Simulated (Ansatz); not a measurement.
## Geometry relaxation of Si2H4OF4 (part 2 of 2)

Continued. System: Si2H4OF4. Method: RKS LDA/def2-SVP (Ansatz 0.2.0). It belongs to a series of runs on one base structure; here: end point B relaxed.

Geometry of the input (Å):
```
Si 0.0326  -0.4308  -0.4441
O  0.3305  -0.1429  2.3960
Si -1.1702  -0.2602  3.1313
H  -2.0436  -1.2639  2.4211
H  -1.0346  -0.6823  4.5715
H  -1.7756  1.1080  3.0577
F  1.1866  0.6482  -0.3830
F  -1.3426  0.1313  0.1197
F  -0.2084  -0.8290  -1.9615
F  0.4671  -1.7617  0.3177
H  0.8058  -1.0015  2.2665
```

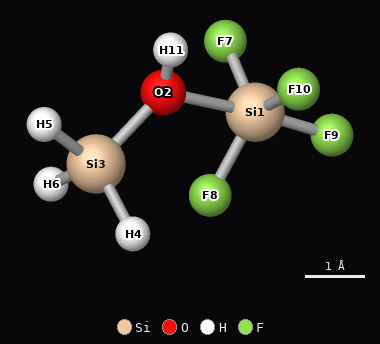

Figure 1. The geometry at step 7 of the log (ball-and-stick view, seen at a tilt; atoms are numbered from 1 in the order of the input).

### Output, continued
```
Atom 7 at    -1.487705    -0.086404     0.356631 Å, force     0.002966    -0.002949    -0.001576 eV/Å
Atom 8 at    -0.199239    -0.486204    -1.650639 Å, force     0.002264    -0.000933    -0.001675 eV/Å
Atom 9 at     0.634561    -1.942895     0.117926 Å, force     0.004430     0.007190     0.001226 eV/Å
Atom 10 at     0.890034    -1.037986     2.280170 Å, force    -0.000422    -0.002370    -0.005929 eV/Å
Dipole moment:    -0.016787    -0.130439     0.986511 e Å
```

### Trajectory as extended XYZ (Å, eV, eV/Å), 12 frames, from step=1 to step=12
```
11
Properties=species:S:1:pos:R:3:forces:R:3 step=1 energy=-28579.64659
Si    0.0326   -0.4308   -0.4441   -0.0490   0.1461   0.2753
O     0.3305   -0.1429    2.3960    0.3414  -0.5102  -0.3486
Si   -1.1702   -0.2602    3.1313   -0.0451  -0.0182  -0.0710
H    -2.0436   -1.2639    2.4211   -0.0244  -0.0065   0.0300
H    -1.0346   -0.6823    4.5715    0.0071   0.0031   0.0240
H    -1.7756    1.1080    3.0577    0.0018   0.0037   0.0072
F     1.1866    0.6482   -0.3830    0.0226   0.0207  -0.0075
F    -1.3426    0.1313    0.1197   -0.0184   0.0026  -0.0107
F    -0.2084   -0.8290   -1.9615    0.0111  -0.0058  -0.0315
F     0.4671   -1.7617    0.3177    0.0516  -0.1369   0.0371
H     0.8058   -1.0015    2.2665   -0.2986   0.5015   0.0956
11
Properties=species:S:1:pos:R:3:forces:R:3 step=2 energy=-28579.69303
Si    0.0078   -0.4418   -0.3295    0.1772   0.2370   0.5046
O     0.3359   -0.1451    2.2605    0.2226  -0.2259  -0.1540
Si   -1.1482   -0.2504    3.0343   -0.2728  -0.0172   0.0642
H    -2.0398   -1.2636    2.3603    0.0124   0.0018   0.0684
H    -0.9891   -0.6552    4.4789    0.0793   0.0145  -0.0190
H    -1.7538    1.1179    2.9628    0.0161  -0.0083  -0.0015
F     1.1515    0.6453   -0.2097    0.0477   0.0186  -0.2216
F    -1.3800    0.0804    0.2438   -0.2382   0.0470  -0.2220
F    -0.2147   -0.7696   -1.8689    0.0039   0.0105   0.0566
F     0.4493   -1.8101    0.3659    0.0365  -0.2717  -0.1702
H     0.8286   -0.9926    2.1945   -0.0846   0.1937   0.0945
11
Properties=species:S:1:pos:R:3:forces:R:3 step=3 energy=-28579.72782
Si    0.0173   -0.4333   -0.3073    0.2038   0.1387   0.7023
O     0.3014   -0.1733    2.1808   -0.0907  -0.1237   0.0786
Si   -1.1621   -0.2507    3.0251   -0.0137  -0.0421  -0.0253
H    -2.0750   -1.2991    2.4353    0.0340   0.0558   0.0449
H    -0.9219   -0.6074    4.4743    0.0663   0.0335  -0.0800
H    -1.7673    1.1163    2.9354    0.0097  -0.0228  -0.0145
F     1.1636    0.6495   -0.1592    0.0678   0.0357  -0.2961
F    -1.3909    0.0801    0.2302   -0.2651   0.0353  -0.2402
F    -0.1744   -0.7285   -1.8590    0.0002   0.0193   0.0614
F     0.4404   -1.8308    0.3504    0.0172  -0.2318  -0.3024
H     0.8164   -1.0076    2.1870   -0.0294   0.1022   0.0712
11
Properties=species:S:1:pos:R:3:forces:R:3 step=4 energy=-28579.78864
Si    0.0363   -0.4153   -0.2390    0.0803  -0.3320   0.8996
O     0.2082   -0.2393    2.0371    0.6983  -0.7963   0.1774
Si   -1.1809   -0.2533    2.9931   -0.4730  -0.1090   0.3969
H    -2.1412   -1.3547    2.5599    0.2075   0.2433   0.1117
H    -0.7589   -0.5034    4.4456   -0.0871   0.0577  -0.4279
H    -1.7860    1.1086    2.8544   -0.0321  -0.0409   0.0190
F     1.1860    0.6656   -0.0634    0.1148   0.0791  -0.3605
F    -1.4238    0.0665    0.2165   -0.1634   0.0197  -0.3059
F    -0.1061   -0.6313   -1.8165    0.0056   0.0523   0.1599
F     0.4367   -1.8887    0.2976   -0.0362   0.1681  -0.4669
H     0.7773   -1.0396    2.2075   -0.3147   0.6579  -0.2033
11
Properties=species:S:1:pos:R:3:forces:R:3 step=5 energy=-28579.83584
Si    0.0522   -0.4112   -0.1804    0.1318  -0.6575   0.8110
O     0.2049   -0.2928    1.9589   -0.2276  -0.7537   0.8427
Si   -1.2122   -0.2387    2.9751    0.3647  -0.2809  -0.1359
H    -2.1883   -1.3621    2.6413    0.2756   0.2974   0.0225
H    -0.7060   -0.4517    4.4071   -0.1050   0.0907  -0.4626
H    -1.8244    1.1165    2.8136    0.0536  -0.0350  -0.0169
F     1.2038    0.6775   -0.0335    0.1388   0.1304  -0.3185
F    -1.4375    0.0409    0.2372   -0.1798   0.0571  -0.2227
F    -0.0960   -0.5656   -1.7696   -0.0140   0.0549   0.1541
F     0.4648   -1.9321    0.2350   -0.0818   0.4449  -0.3821
H     0.7862   -1.0657    2.2083   -0.3562   0.6516  -0.2915
11
Properties=species:S:1:pos:R:3:forces:R:3 step=6 energy=-28579.90556
Si    0.0667   -0.4162   -0.0522   -0.0752  -0.0077  -0.1875
O     0.2157   -0.3667    1.9797    0.1116   0.1285  -0.4018
Si   -1.2343   -0.2331    2.8985   -0.1591   0.0970   0.0092
H    -2.1918   -1.3370    2.5579   -0.0103   0.0749  -0.0085
H    -0.7558   -0.4367    4.3081    0.0233   0.0196   0.0456
H    -1.7531    1.1554    2.6988   -0.0091  -0.0930   0.0556
F     1.1984    0.7189   -0.1001   -0.1642  -0.1381   0.3493
F    -1.4468   -0.0091    0.4134   -0.0343   0.0569  -0.2803
F    -0.2352   -0.5255   -1.6323   -0.0579  -0.0104   0.1526
F     0.5925   -1.9284    0.1843    0.0015   0.1410   0.1435
H     0.7914   -1.1067    2.2367    0.3737  -0.2688   0.1221
11
Properties=species:S:1:pos:R:3:forces:R:3 step=7 energy=-28579.91876
Si    0.0477   -0.4590   -0.0440   -0.1203   0.0556  -0.5181
O     0.1523   -0.4317    1.8904   -0.1519   0.0579   0.3856
Si   -1.2344   -0.2451    2.9017   -0.1817   0.1229   0.0896
H    -2.3020   -1.2452    2.5989    0.0536  -0.0854  -0.0897
H    -0.6877   -0.5004    4.2796    0.0633  -0.0105  -0.0424
H    -1.7360    1.1562    2.7970    0.0648   0.0361  -0.0596
F     1.1435    0.7094    0.0040    0.1241   0.0366   0.0584
F    -1.4916   -0.0113    0.2899    0.1558  -0.1342   0.2189
F    -0.1470   -0.5451   -1.6405   -0.0442  -0.0501  -0.0047
F     0.5939   -1.9672    0.1778    0.0010   0.0238  -0.0362
H     0.9088   -0.9457    2.2381    0.0356  -0.0526  -0.0017
11
Properties=species:S:1:pos:R:3:forces:R:3 step=8 energy=-28579.93667
Si    0.0473   -0.4340   -0.0497    0.0254   0.0213  -0.0285
O     0.1884   -0.3928    1.9503    0.4293  -0.3768   0.0624
Si   -1.2415   -0.2272    2.9018    0.0546  -0.0700  -0.1323
H    -2.2163   -1.3087    2.5313   -0.0131   0.1096   0.1049
H    -0.6991   -0.4491    4.2854   -0.0879   0.0014   0.0683
H    -1.7398    1.1703    2.7261   -0.0262  -0.0548   0.0320
F     1.1594    0.7196   -0.0238   -0.0527  -0.0461   0.0635
F    -1.4778   -0.0217    0.3648    0.0059   0.0084  -0.0701
F    -0.2041   -0.5310   -1.6365   -0.0296   0.0019   0.0532
F     0.5873   -1.9400    0.1864    0.0022   0.0280   0.0206
H     0.8438   -1.0703    2.2567   -0.3080   0.3771  -0.1740
11
Properties=species:S:1:pos:R:3:forces:R:3 step=9 energy=-28579.94668
Si    0.0511   -0.4456   -0.0569   -0.0306  -0.0248   0.0716
O     0.1763   -0.4291    1.9294    0.0723   0.0225   0.0160
Si   -1.2393   -0.2402    2.8905   -0.0701   0.0672   0.0603
H    -2.2654   -1.2804    2.5694    0.0094  -0.0191  -0.0115
H    -0.7185   -0.4559    4.2857    0.0053  -0.0106  -0.0043
H    -1.7365    1.1587    2.7305    0.0172  -0.0116  -0.0047
F     1.1652    0.7028   -0.0030    0.0235   0.0146  -0.0082
F    -1.4702   -0.0281    0.3673   -0.0685   0.0026  -0.0776
F    -0.2103   -0.5166   -1.6401   -0.0058  -0.0010  -0.0432
F     0.5971   -1.9499    0.1619    0.0105  -0.0025  -0.0587
H     0.8980   -1.0006    2.2582    0.0368  -0.0373   0.0602
11
Properties=species:S:1:pos:R:3:forces:R:3 step=10 energy=-28579.94722
Si    0.0518   -0.4498   -0.0802   -0.1005  -0.0021   0.0829
O     0.1655   -0.4550    1.9379   -0.0482   0.0622  -0.0397
Si   -1.2402   -0.2386    2.9119    0.0471   0.0159  -0.0795
H    -2.2720   -1.2745    2.5964   -0.0116  -0.0107  -0.0016
H    -0.7253   -0.4408    4.3108    0.0188  -0.0108  -0.0055
H    -1.7231    1.1615    2.7295   -0.0033   0.0086  -0.0061
F     1.1557    0.7054    0.0017    0.0283   0.0132   0.0334
F    -1.4726   -0.0500    0.3402   -0.0113  -0.0118  -0.0005
F    -0.1976   -0.4983   -1.6674    0.0135  -0.0011  -0.0112
F     0.6051   -1.9495    0.1247    0.0179  -0.0158  -0.0047
H     0.9004   -0.9953    2.2874    0.0493  -0.0476   0.0325
11
Properties=species:S:1:pos:R:3:forces:R:3 step=11 energy=-28579.94949
Si    0.0479   -0.4493   -0.0648    0.0342  -0.0068  -0.0018
O     0.1729   -0.4590    1.9344   -0.0295   0.0127  -0.0071
Si   -1.2378   -0.2309    2.8978   -0.0083  -0.0063   0.0107
H    -2.2768   -1.2643    2.5931    0.0028   0.0042  -0.0071
H    -0.7182   -0.4391    4.2945    0.0052   0.0073  -0.0002
H    -1.7102    1.1730    2.7141    0.0055  -0.0031  -0.0067
F     1.1389    0.7209    0.0154   -0.0161  -0.0012   0.0148
F    -1.4857   -0.0760    0.3528    0.0068   0.0042   0.0095
F    -0.1983   -0.4919   -1.6533   -0.0105  -0.0010  -0.0001
F     0.6230   -1.9448    0.1254   -0.0011  -0.0030  -0.0025
H     0.8918   -1.0235    2.2834    0.0110  -0.0070  -0.0096
11
Properties=species:S:1:pos:R:3:forces:R:3 step=12 energy=-28579.94981
Si    0.0483   -0.4502   -0.0622   -0.0099  -0.0005   0.0025
O     0.1715   -0.4709    1.9343   -0.0002  -0.0126   0.0080
Si   -1.2366   -0.2300    2.8979   -0.0082   0.0067  -0.0023
H    -2.2807   -1.2585    2.5967   -0.0018  -0.0046   0.0042
H    -0.7185   -0.4286    4.2969    0.0033   0.0038  -0.0074
H    -1.6990    1.1747    2.6979   -0.0006   0.0030   0.0070
F     1.1249    0.7320    0.0274    0.0081   0.0033  -0.0041
F    -1.4877   -0.0864    0.3566    0.0030  -0.0029  -0.0016
F    -0.1992   -0.4862   -1.6506    0.0023  -0.0009  -0.0017
F     0.6346   -1.9429    0.1179    0.0044   0.0072   0.0012
H     0.8900   -1.0380    2.2802   -0.0004  -0.0024  -0.0059
```
